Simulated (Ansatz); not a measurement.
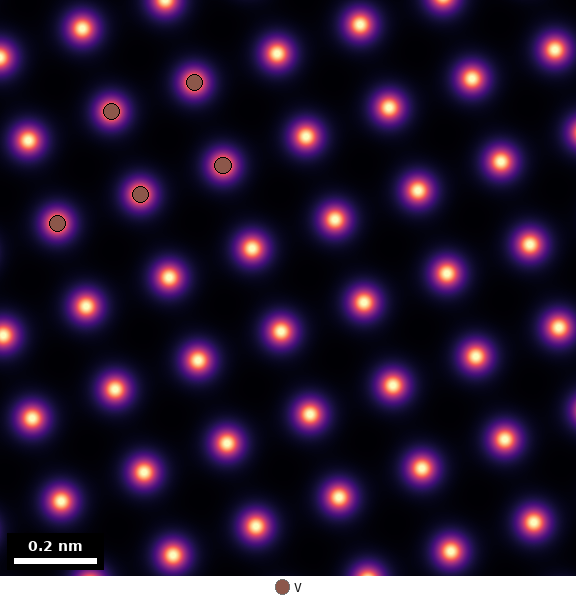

Projected-potential map of V (Im-3m, No. 229) along [001]. Computed as the sum of neutral-atom potentials (tabulated electron scattering factors, B = 0.5 Å²) projected along the beam and smoothed by 0.25 Å; brighter is more positive. Model: the input geometry of a calculation.

Coloured dots in one corner mark the columns of the model.

Interpret the image.

Answer. The columns repeat on a square net with a repeat of 2.14 Å (plane group p4mm). All columns are alike (V). The shortest distance between visible columns is 2.14 Å in projection. Along the beam the structure repeats every 3.02 Å.
